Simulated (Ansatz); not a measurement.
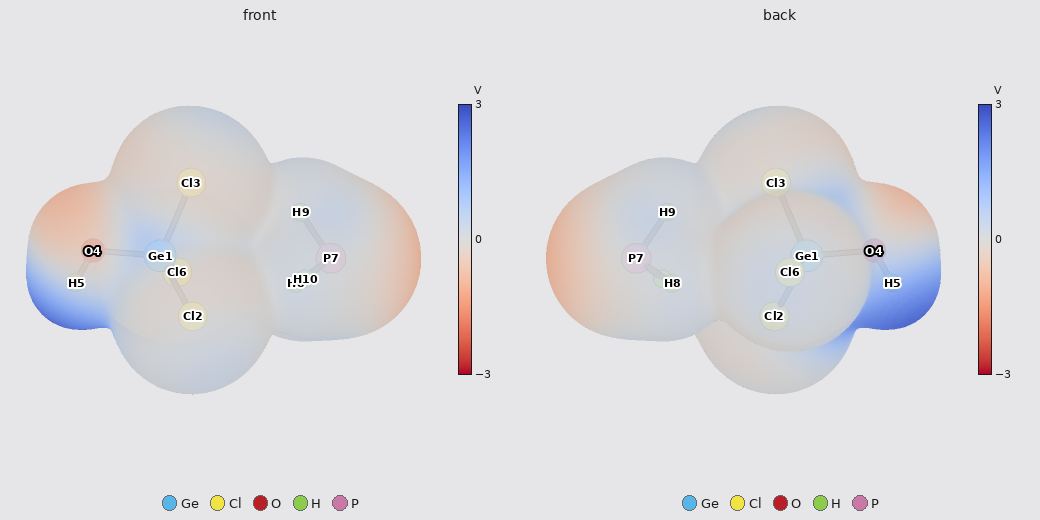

Cl₃GeHO···PH₃. The molecular electrostatic potential painted on the density surface at 0.001 e/bohr³, seen from the front and from behind; the colour scale runs from red (negative) to blue (positive).

These are results of RKS PBE-D4/def2-SVP (Ansatz), not measurements.

The calculation's input:

```
crystal:
  periodic: [false, false, false]
  atoms:
    - { symbol: Ge, position_ang: [-0.03388, 0.081522, 0.041712] }
    - { symbol: Cl, position_ang: [-0.557664, 0.243567, 2.176529] }
    - { symbol: Cl, position_ang: [2.032626, 0.45986, -0.390514] }
    - { symbol: O, position_ang: [-0.754045, 1.485993, -0.768078] }
    - { symbol: H, position_ang: [-1.729858, 1.483907, -0.717602] }
    - { symbol: Cl, position_ang: [-0.97892, -1.664887, -0.818164] }
    - { symbol: P, position_ang: [1.948044, -2.602296, 1.093197] }
    - { symbol: H, position_ang: [0.817723, -3.474957, 1.280496] }
    - { symbol: H, position_ang: [1.610268, -2.320656, -0.266499] }
    - { symbol: H, position_ang: [1.267407, -1.484552, 1.654022] }
basis:
  gaussian: { orbitals: def2-SVP }
hamiltonian:
  xc: pbe
  dispersion: d4
relax:
  f_tol: 0.03
  max_steps: 50
output:
  orbitals: {}
```

Command:

```sh
ansatz run input.yaml --threads 4 --pin off --max-ram 5120MiB --backend cpu --events-out ev --progress --plain --runs-dir out
```

The fields are those of the run's last geometry, not of the input's.

**Which sites attract a positive test charge, and which a negative one?**

A positive charge is drawn to the negative regions and a negative charge to the positive ones. The most negative region (about −0.9 V) lies over O4 and P7, the most positive (about +2.4 V) over H5. Cl3 shows a σ-hole: about +0.3 V at the tip opposite its bond, against about −0.1 V on its flanks.
